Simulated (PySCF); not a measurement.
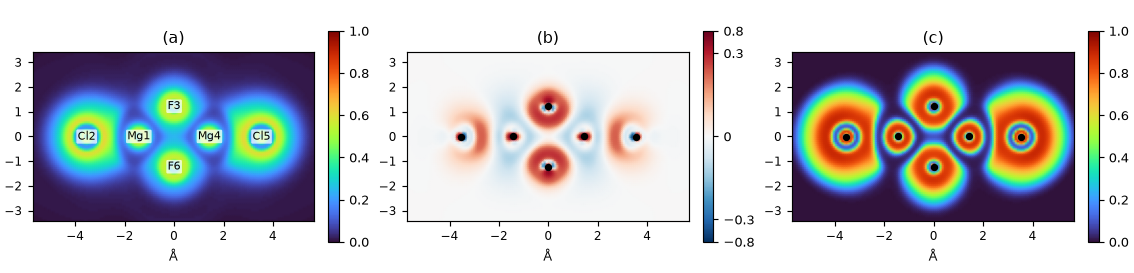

(ClMg-mu-F)2 (Cl2F2Mg2). Three fields in the molecular plane. (b): red positive, blue negative.

Computed with PySCF, TPSS/def2-SVPD, geometry: GFN2-xTB. This is a single-reference result, which may miss multireference character in this system. No frequency check shows the geometry to be a minimum. GFN2-xTB bond lengths at metals and heavier atoms can be off by up to 0.1 Å and shapes distorted, which carries into these values.

Geometry (Å), atoms numbered from 1:

```
Mg1     -1.4277    0.0024    0.0125
Cl2     -3.5378   -0.0020   -0.0074
F3      -0.0004    1.2239    0.0097
Mg4      1.4277    0.0025   -0.0185
Cl5      3.5378   -0.0019    0.0014
F6       0.0004   -1.2231    0.0097
```

> The panels show, in some order, the localised orbital locator (LOL), deformation density and electron localisation function (ELF). Which is which?

(a) is the localised orbital locator (LOL): it runs from 0 to 1, peaks where electrons are localised, as in bonds, and fades smoothly outside. (b) is the deformation density: it has both signs, with gains where valence electrons gather and losses around them. (c) is the electron localisation function (ELF): it runs from 0 to 1 and is close to 1 over wide basins that fill the valence regions.
